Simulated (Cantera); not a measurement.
A closed system holds: 1 mol Ni, 0.75 mol NH3, 53 mol H2, held at 0.140 bar.

Cantera equilibrium calculation (NASA polynomials, part measured and part estimated; ideal gas, pure solids and liquids). Candidate condensed phases: Ni; 10 gas species. Rates play no part.

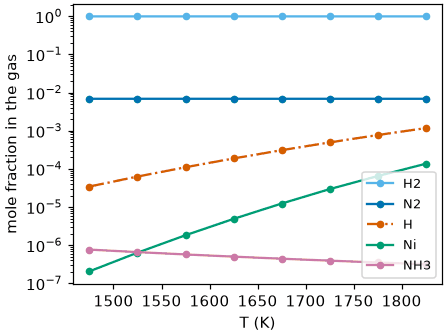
Figure: Equilibrium gas composition (values under 1e-9 drawn at 1e-9)

From 1475 K to 1725 K the condensed part is Ni(s). From 1775 K to 1825 K the condensed part is Ni(l). The main Ni-bearing gas is Ni throughout.
